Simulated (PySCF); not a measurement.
# CH7BFPSi: the cost of one run

Programs: PySCF 2.14.0, with density-fitted response routines of our own. Each step states its level of theory. These are calculated values for one molecule in the gas phase, unless marked as measured. Atoms are numbered from 0 throughout.

## (1) Starting geometry

12 atoms, charge 0, multiplicity 1; geometry from: PBE0-D3(BJ)/def2-SVP.

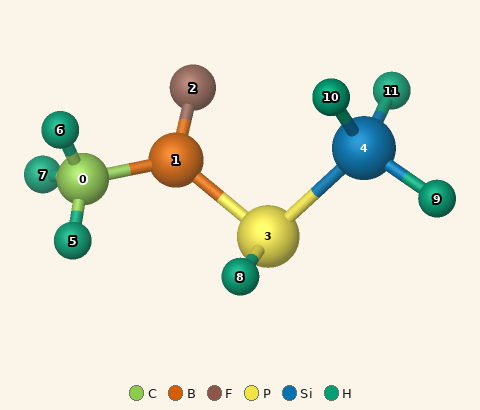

The starting geometry (carbon green, boron orange, fluorine brown, phosphorus yellow, silicon blue, hydrogen teal), atoms numbered.

## (2) Shielding tensors: HF/pcSseg-2

What the job is given:

```
{"job": {"kind": "nmr", "xc": "HF", "basis": "pcSseg-2", "pop": false}, "charge": 0, "multiplicity": 1}
C      2.149537     0.375817    -0.434800
B      0.872652     0.122461     0.428993
F      0.645715     0.927553     1.470364
P     -0.344824    -1.341922     0.188254
Si    -2.303373    -0.236458     0.328795
H      2.301812    -0.343433    -1.250136
H      2.096203     1.390460    -0.866539
H      3.040290     0.368525     0.217206
H     -0.251072    -1.464152    -1.227984
H     -3.402065    -1.167739    -0.065742
H     -2.372369     0.976897    -0.542861
H     -2.482005     0.168057     1.752717
```

With the program's defaults for keys left out, this is: GIAO HF/pcSseg-2 NMR shielding, non-relativistic, gas phase.

Started as:

```console
OMP_NUM_THREADS=1 python probes_run.py task.json out
```

One launch serves the whole session: the jobs run in the order shown.

Q: Estimate the wall time and peak memory of this first job on 1 thread of Arm Neoverse V2, shared host.

About 21 s, with a peak of 1.1 GiB.
